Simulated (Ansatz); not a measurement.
```
atom    x (Å)    y (Å)    z (Å)
   N  -0.6583  -0.5462  -0.4228
  Al   0.2867   0.6435  -1.2849
  Ge   0.4341   0.1115   1.0052
   H  -1.3700  -1.2582  -0.3945
   H   0.4589   1.2427  -2.7344
   H  -0.4008   0.7348   2.1490
   H   1.3107  -0.9961   1.6368
```

Geometry: PBE0-D4/def2-TZVP.

These are results of RKS PBE0-D4/def2-TZVPP in Ansatz, not measurements.

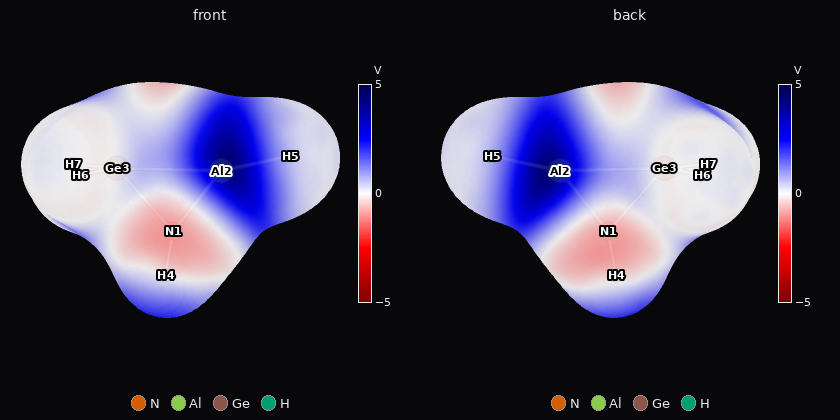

AlGeH4N (SMILES [NH]1[AlH][GeH2]1). The molecular electrostatic potential painted on the density surface at 0.004 e/bohr³, seen from the front and from behind; red is negative and blue positive.

Question: Which sites attract a positive test charge, and which a negative one?

Answer: A positive charge is drawn to the negative regions and a negative charge to the positive ones. The most negative region (about −0.9 V) lies over N1, the most positive (about +4.2 V) over Al2.
